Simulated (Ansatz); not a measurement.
**AlSO (doublet): the correlation ladder, cc-pVDZ**

How much of the correlation energy of AlSO (doublet) does each wave-function method recover here?

Program: Ansatz 0.2.0, Gaussian basis. Level of theory: cc-pVDZ, core rule «outside noble gas», up to 11 orbitals frozen. These are calculated values, not measurements.

To be run: UHF; CCSD(T) on ROHF; CCSD(T) on UHF; BCCD(T) on ROHF; CISD as a restricted active space (open shells left free, so some higher excitations enter); CCSDT(Q) on ROHF; CCSDT(Q) on UHF.

25 further runs of the same task are left out: 12 for a known fault of the program, 4 that didn't finish, 9 set aside as unsound or not needed. Runs told in other sessions of the task aren't counted.

**1. What is computed**

The geometry is a PBE0/def2-TZVP stationary point (not a proven minimum).

3 atoms, charge 0, spin multiplicity 2.

Atoms are counted from 1 here; the program's logs count them from 0.

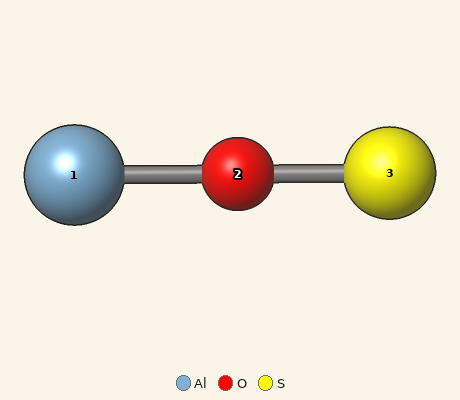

The geometry (aluminium light blue, oxygen red, sulfur yellow); atoms are numbered from 1 in the order of the file.

In the tables R marks a restricted open-shell determinant and U an unrestricted one; energies count from the table's Hartree-Fock row.

**2. UHF**

File in.yaml:

```yaml
crystal:
  periodic: [false, false, false]
  atoms:
    - {symbol: Al, position_ang: [0.000000, 0.000000, 1.679600]}
    - {symbol: O, position_ang: [0.000000, 0.000000, -0.041100]}
    - {symbol: S, position_ang: [0.000000, 0.000000, -1.638500]}
basis:
  gaussian: {orbitals: cc-pVDZ}
magnetization: {spin_polarized: true, initial_magnetization: 1}
hamiltonian: {xc: hf}
output: {orbitals: {seedname: orbitals}}
```

Command:

```bash
$ ansatz run in.yaml --threads 1 --pin off --events-out ev --progress --plain --max-ram 2393MiB
```

The log of the run:

```text
Functional definition: HF
  name "HF"
  cite "Fock, Z. Phys. 61, 126 (1930) doi:10.1007/BF01340294"
  parent pbe
  exchange = exact_x
  correlation = 0
503 factors; integrals over basis functions are off by at most 1.2e-3 eV
mean field evaluation 1: about -19435.5824 eV, gradient 1.9e1 eV
mean field evaluation 2: about -19435.5885 eV, gradient 1.9e1 eV
mean field evaluation 4: about -19437.2851 eV, gradient 2.3e0 eV
mean field evaluation 8: about -19437.3503 eV, gradient 1.4e-1 eV
mean field evaluation 16: about -19436.3173 eV, gradient 4.5e0 eV
mean field evaluation 32: about -19430.4856 eV, gradient 1.0e1 eV
mean field evaluation 64: about -19426.6222 eV, gradient 1.4e1 eV
mean field evaluation 96: about -19426.9060 eV, gradient 1.0e1 eV
mean field -19437.35088815 eV, -714.3094700298 hartree, gradient 1.3e-5 eV, S^2 0.760937; 0 other end points of the search recorded, 0 dependent functions left out
reference -19437.35088815 eV, -714.3094700298 hartree; 19, 18 occupied and 31, 32 virtual orbitals, 503 factors
Total energy: -19437.35088815 eV, -714.3094700298 hartree
```

It took 1.2 s on 1 thread of INTEL XEON PLATINUM 8581C at 2.10GHz, shared host.

From the report: ⟨S²⟩ of the determinant 0.761 (pure doublet: 0.75).

**3. CCSD(T) on ROHF**

Changes to in.yaml since step 2:

```diff
@@ -8,4 +8,4 @@
   gaussian: {orbitals: cc-pVDZ}
-magnetization: {spin_polarized: true, initial_magnetization: 1}
-hamiltonian: {xc: hf}
-output: {orbitals: {seedname: orbitals}}
+magnetization: {spin_polarized: false, initial_magnetization: 1}
+correlation: {method: ccsd_t, electrons: outside_noble_gas}
+output: {forces: true}
```

Launched as before.

The log of the run, shortened:

```text
Functional definition: HF
  name "HF"
  cite "Fock, Z. Phys. 61, 126 (1930) doi:10.1007/BF01340294"
  parent pbe
[...]
503 factors; integrals over basis functions are off by at most 1.2e-3 eV
[...]
mean field -19437.22738458 eV, -714.3049313573 hartree, gradient 1.5e-6 eV, S^2 0.750000; 6 other end points of the search recorded, 0 dependent functions left out
[...]
determinant -19437.22738458 eV, -714.3049313573 hartree, with singles and doubles -19447.11062534 eV, -714.6681337563 hartree
determinant -19433.59804294 eV, -714.1715555122 hartree, with singles and doubles -19443.95404906 eV, -714.5521317175 hartree
11 core orbitals not correlated: weight in the atoms' cores, before any rotation towards them, 1.000 or more for the frozen orbitals, at most 0.000 for the correlated occupied ones
reference -19437.22738458 eV, -714.3049313573 hartree; 8, 7 occupied and 31, 32 virtual orbitals, 503 factors
second order -9.08501897 eV of doubles, -0.07593309 eV of singles
cycle   1  -9.88311018 eV  change    1.3e-4 eV  update   1.8e-3
[...]
cycle   9  -9.88407782 eV  change    7.1e-7 eV  update   1.1e-6
perturbative correction -0.27856160 eV, -0.0102369501 hartree
[...]
Total energy: -19447.39002400 eV, -714.6784014678 hartree
Atom 0 at     0.000000     0.000000     1.679600 Å, force     0.000000    -0.000000     0.950616 eV/Å
Atom 1 at     0.000000     0.000000    -0.041100 Å, force     0.000000    -0.000000     1.133381 eV/Å
Atom 2 at     0.000000     0.000000    -1.638500 Å, force     0.000000    -0.000000    -2.083997 eV/Å
Dipole moment:    -0.000000     0.000000     0.175036 e Å
```

Run time: 6 s. Hardware: 1 thread of INTEL XEON PLATINUM 8581C at 2.10GHz, shared host.

From the report: correlation -10.1626 eV; T1 0.025; largest double amplitude 0.11.

**4. CCSD(T) on UHF**

Changes to in.yaml since step 3:

```diff
@@ -8,3 +8,3 @@
   gaussian: {orbitals: cc-pVDZ}
-magnetization: {spin_polarized: false, initial_magnetization: 1}
+magnetization: {spin_polarized: true, initial_magnetization: 1}
 correlation: {method: ccsd_t, electrons: outside_noble_gas}
```

The command is unchanged.

The log of the run, shortened:

```text
Functional definition: HF
  name "HF"
  cite "Fock, Z. Phys. 61, 126 (1930) doi:10.1007/BF01340294"
  parent pbe
[...]
503 factors; integrals over basis functions are off by at most 1.2e-3 eV
[...]
mean field -19437.35088815 eV, -714.3094700298 hartree, gradient 3.1e-6 eV, S^2 0.760937; 10 other end points of the search recorded, 0 dependent functions left out
determinant -19437.35088815 eV, -714.3094700298 hartree, with singles and doubles -19447.11369225 eV, -714.6682464630 hartree
determinant -19434.95834132 eV, -714.2215455555 hartree, with singles and doubles -19444.06226780 eV, -714.5561086830 hartree
determinant -19434.79895384 eV, -714.2156881737 hartree, with singles and doubles -19443.64238922 eV, -714.5406784298 hartree
11 core orbitals not correlated: weight in the atoms' cores, before any rotation towards them, 1.000 or more for the frozen orbitals, at most 0.000 for the correlated occupied ones
reference -19437.35088815 eV, -714.3094700298 hartree; 8, 7 occupied and 31, 32 virtual orbitals, 503 factors
second order -9.00974259 eV of doubles, -0.00000000 eV of singles
cycle   1  -9.76279227 eV  change    1.2e-5 eV  update   1.7e-3
[...]
cycle  11  -9.76370918 eV  change   -3.6e-7 eV  update   1.3e-7
perturbative correction -0.27522958 eV, -0.0101145006 hartree
[...]
Total energy: -19447.38982691 eV, -714.6783942248 hartree
Atom 0 at     0.000000     0.000000     1.679600 Å, force     0.000000    -0.000000     0.950230 eV/Å
Atom 1 at     0.000000     0.000000    -0.041100 Å, force    -0.000000     0.000000     1.133194 eV/Å
Atom 2 at     0.000000     0.000000    -1.638500 Å, force    -0.000000    -0.000000    -2.083423 eV/Å
Dipole moment:     0.000000     0.000000     0.174977 e Å
```

It took 8.5 s on 1 thread of INTEL XEON PLATINUM 8581C at 2.10GHz, shared host.

From the report: ⟨S²⟩ of the determinant 0.761 (pure doublet: 0.75); correlation -10.0389 eV; T1 0.024; largest double amplitude 0.11.

**5. BCCD(T) on ROHF**

Changes to in.yaml since step 4:

```diff
@@ -8,4 +8,3 @@
   gaussian: {orbitals: cc-pVDZ}
-magnetization: {spin_polarized: true, initial_magnetization: 1}
-correlation: {method: ccsd_t, electrons: outside_noble_gas}
-output: {forces: true}
+magnetization: {spin_polarized: false, initial_magnetization: 1}
+correlation: {method: bccd_t, electrons: outside_noble_gas}
```

Same command.

The log of the run, shortened:

```text
Functional definition: HF
  name "HF"
  cite "Fock, Z. Phys. 61, 126 (1930) doi:10.1007/BF01340294"
  parent pbe
[...]
503 factors; integrals over basis functions are off by at most 1.2e-3 eV
[...]
mean field -19437.22738458 eV, -714.3049313573 hartree, gradient 1.5e-6 eV, S^2 0.750000; 6 other end points of the search recorded, 0 dependent functions left out
[...]
determinant -19437.22738458 eV, -714.3049313573 hartree, with singles and doubles -19447.11062534 eV, -714.6681337563 hartree
determinant -19433.59804294 eV, -714.1715555122 hartree, with singles and doubles -19443.95404906 eV, -714.5521317175 hartree
11 core orbitals not correlated: weight in the atoms' cores, before any rotation towards them, 1.000 or more for the frozen orbitals, at most 0.000 for the correlated occupied ones
reference -19437.22738458 eV, -714.3049313573 hartree; 8, 7 occupied and 31, 32 virtual orbitals, 503 factors
second order -9.08501897 eV of doubles, -0.07593309 eV of singles
cycle   1  -9.84683197 eV  change    3.6e-2 eV  update   1.5e-2
[...]
cycle   9  -9.85246727 eV  change   -3.0e-6 eV  update   8.4e-6
perturbative correction -0.31636424 eV, -0.0116261714 hartree
Total energy: -19447.39621608 eV, -714.6786290225 hartree
```

Run time: 3.6 s. Hardware: 1 thread of INTEL XEON PLATINUM 8581C at 2.10GHz, shared host.

From the report: correlation -10.1688 eV; largest double amplitude 0.10.

**6. CISD as a restricted active space (open shells left free, so some higher excitations enter)**

Changes to in.yaml since step 5:

```diff
@@ -9,2 +9,2 @@
 magnetization: {spin_polarized: false, initial_magnetization: 1}
-correlation: {method: bccd_t, electrons: outside_noble_gas}
+correlation: {active_space: {ras: {orbitals: [7, 1, 31], electrons: 15, max_holes: 2, max_particles: 2}, fixed_orbitals: true}}
```

Launched as before.

The log of the run:

```text
Functional definition: HF
  name "HF"
  cite "Fock, Z. Phys. 61, 126 (1930) doi:10.1007/BF01340294"
  parent pbe
  exchange = exact_x
  correlation = 0
503 factors; integrals over basis functions are off by at most 1.2e-3 eV
mean field evaluation 1: about -19435.5492 eV, gradient 2.6e1 eV
mean field evaluation 2: about -19435.5551 eV, gradient 2.6e1 eV
mean field evaluation 4: about -19437.1725 eV, gradient 3.5e0 eV
mean field evaluation 8: about -19437.2274 eV, gradient 4.8e-4 eV
mean field evaluation 16: about -19437.2261 eV, gradient 5.1e-1 eV
mean field evaluation 32: about -19433.5980 eV, gradient 3.6e-6 eV
mean field -19437.22738458 eV, -714.3049313573 hartree, gradient 1.5e-6 eV, S^2 0.750000; 6 other end points of the search recorded, 0 dependent functions left out
reference -19437.22738458 eV, -714.3049313573 hartree; 19, 18 occupied and 31, 32 virtual orbitals, 503 factors
state -19446.03861371 eV, -714.6287380553 hartree
Total energy: -19446.03861371 eV, -714.6287380553 hartree
```

It took 7.5 s on 1 thread of INTEL XEON PLATINUM 8581C at 2.10GHz, shared host.

From the report: 32,475 determinants.

**7. CCSDT(Q) on ROHF**

Changes to in.yaml since step 6:

```diff
@@ -9,2 +9,2 @@
 magnetization: {spin_polarized: false, initial_magnetization: 1}
-correlation: {active_space: {ras: {orbitals: [7, 1, 31], electrons: 15, max_holes: 2, max_particles: 2}, fixed_orbitals: true}}
+correlation: {method: ccsdt_q, electrons: outside_noble_gas}
```

Launched as before.

The log of the run, shortened:

```text
Functional definition: HF
  name "HF"
  cite "Fock, Z. Phys. 61, 126 (1930) doi:10.1007/BF01340294"
  parent pbe
[...]
911 factors; integrals over basis functions are off by at most 1.4e-7 eV
[...]
mean field -19437.22754228 eV, -714.3049371527 hartree, gradient 1.5e-6 eV, S^2 0.750000; 6 other end points of the search recorded, 0 dependent functions left out
[...]
determinant -19437.22754228 eV, -714.3049371527 hartree, with singles and doubles -19447.11082203 eV, -714.6681409846 hartree
determinant -19433.59821493 eV, -714.1715618326 hartree, with singles and doubles -19443.95426474 eV, -714.5521396437 hartree
11 core orbitals not correlated: weight in the atoms' cores, before any rotation towards them, 1.000 or more for the frozen orbitals, at most 0.000 for the correlated occupied ones
reference -19437.22754228 eV, -714.3049371527 hartree; 8, 7 occupied and 31, 32 virtual orbitals, 911 factors
second order -9.08507110 eV of doubles, -0.07593389 eV of singles
cycle   1  -9.40674205 eV  change   -2.4e-1 eV  update   1.2e-1
[...]
cycle  19  -10.18337939 eV  change   -1.1e-6 eV  update   1.8e-6
perturbative correction -0.02911975 eV, -0.0010701310 hartree
Total energy: -19447.44004142 eV, -714.6802395738 hartree
```

Wall time 43 s (1 thread of INTEL XEON PLATINUM 8581C at 2.10GHz, shared host); peak memory 0.77 GiB.

From the report: correlation -10.2125 eV; T1 0.026; largest double amplitude 0.11.

**8. CCSDT(Q) on UHF**

Changes to in.yaml since step 7:

```diff
@@ -8,3 +8,3 @@
   gaussian: {orbitals: cc-pVDZ}
-magnetization: {spin_polarized: false, initial_magnetization: 1}
+magnetization: {spin_polarized: true, initial_magnetization: 1}
 correlation: {method: ccsdt_q, electrons: outside_noble_gas}
```

Launched as before.

The log of the run, shortened:

```text
Functional definition: HF
  name "HF"
  cite "Fock, Z. Phys. 61, 126 (1930) doi:10.1007/BF01340294"
  parent pbe
[...]
911 factors; integrals over basis functions are off by at most 1.4e-7 eV
[...]
mean field -19437.35104762 eV, -714.3094758904 hartree, gradient 3.2e-6 eV, S^2 0.760937; 10 other end points of the search recorded, 0 dependent functions left out
determinant -19437.35104762 eV, -714.3094758904 hartree, with singles and doubles -19447.11388957 eV, -714.6682537145 hartree
determinant -19434.95852942 eV, -714.2215524682 hartree, with singles and doubles -19444.06247698 eV, -714.5561163700 hartree
determinant -19434.79914270 eV, -714.2156951143 hartree, with singles and doubles -19443.64259856 eV, -714.5406861227 hartree
11 core orbitals not correlated: weight in the atoms' cores, before any rotation towards them, 1.000 or more for the frozen orbitals, at most 0.000 for the correlated occupied ones
reference -19437.35104762 eV, -714.3094758904 hartree; 8, 7 occupied and 31, 32 virtual orbitals, 911 factors
second order -9.00979314 eV of doubles, -0.00000000 eV of singles
cycle   1  -9.27461821 eV  change   -2.6e-1 eV  update   1.2e-1
[...]
cycle  19  -10.06026413 eV  change   -9.2e-7 eV  update   1.8e-6
perturbative correction -0.03363929 eV, -0.0012362211 hartree
Total energy: -19447.44495104 eV, -714.6804199990 hartree
```

It took 46 s on 1 thread of INTEL XEON PLATINUM 8581C at 2.10GHz, shared host; peak memory 0.58 GiB.

From the report: ⟨S²⟩ of the determinant 0.761 (pure doublet: 0.75); correlation -10.0939 eV; T1 0.025; largest double amplitude 0.11.

**9. The ladder**

The yardstick is UCCSDT(Q), where the cluster series has nearly closed. Rows without a time are mean-field rows or come out of runs for another level: lower rungs of the coupled-cluster runs, or the Hartree-Fock search. The times of RCCSD(T), UCCSD(T) include forces.

Differences are taken before rounding.

```
   method  energy from the lowest ROHF (kJ/mol)  from UCCSDT(Q) (kJ/mol)   time
      ROHF                                  0.0                   +985.8       
      UHF                                -11.9                   +973.9       
     RMP2                               -883.9                   +101.9       
     UMP2                               -881.2                   +104.6       
     CISD                               -850.2                   +135.7  7.5 s
    RCCSD                               -953.7                    +32.2       
    UCCSD                               -954.0                    +31.9       
 RCCSD(T)                               -980.5                     +5.3    6 s
 UCCSD(T)                               -980.5                     +5.3  8.5 s
  BCCD(T)                               -981.1                     +4.7  3.6 s
   RCCSDT                               -982.6                     +3.3       
   UCCSDT                               -982.6                     +3.2       
RCCSDT(Q)                               -985.4                     +0.5   43 s
UCCSDT(Q)                               -985.8                        0   46 s
```

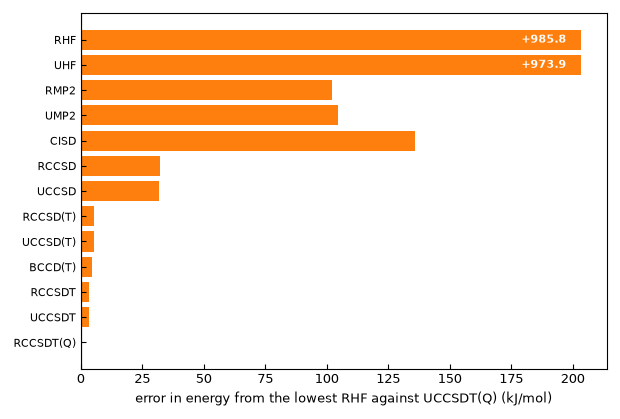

Deviations from UCCSDT(Q), method by method. Bars with a number in them are cut short.

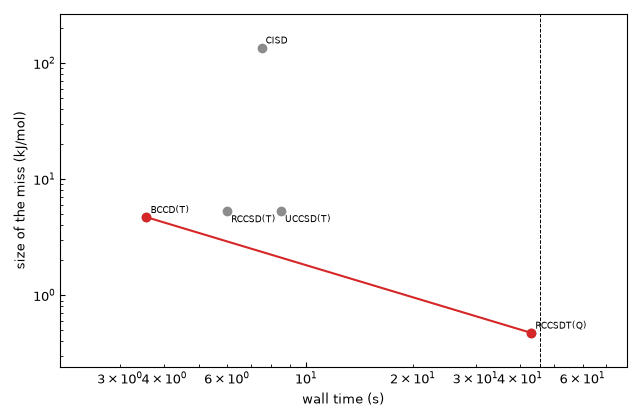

Accuracy for the time spent; red marks the levels that beat every quicker one drawn (of those quicker than the yardstick), and the dashed line is the time of UCCSDT(Q). Times are from a shared host.

With the free atoms at the same levels and basis (separate runs), the atomisation energy is 6.742 eV at UCCSDT(Q), 6.714 eV at RCCSD(T), 6.711 eV at UCCSD(T), 4.203 eV at ROHF.

**10. Outcome**

| quantity | value |
| --- | --- |
| UCCSDT(Q) from the ROHF energy | -10.2176 eV |
| RMP2 from UCCSDT(Q) | +101.9 kJ/mol |
| UMP2 from UCCSDT(Q) | +104.6 kJ/mol |
| RCCSD from UCCSDT(Q) | +32.2 kJ/mol |
| RCCSD(T) from UCCSDT(Q) | +5.3 kJ/mol |
| UCCSD(T) from UCCSDT(Q) | +5.3 kJ/mol |
| RCCSDT(Q) from UCCSDT(Q) | +0.5 kJ/mol |
| levels within 1 kcal/mol (43 meV) | RCCSDT, UCCSDT, RCCSDT(Q) |
| T1 diagnostic | 0.025 |

What this shows: RCCSD(T) misses by +5.3 kJ/mol, 0.5 % of the correlation energy. These misses are within one basis, not against nature; the frozen cores of restricted and unrestricted runs differ, which can shift their rows.

With open shells the CI space here admits some higher excitations, so it is larger than plain CISD.

RCCSDT(Q) reaches 0.5 kJ/mol from the reference in 43 s, where UCCSDT(Q) took 46 s; the quickest level in the cost chart, BCCD(T), takes 3.6 s and misses by 4.7 kJ/mol.
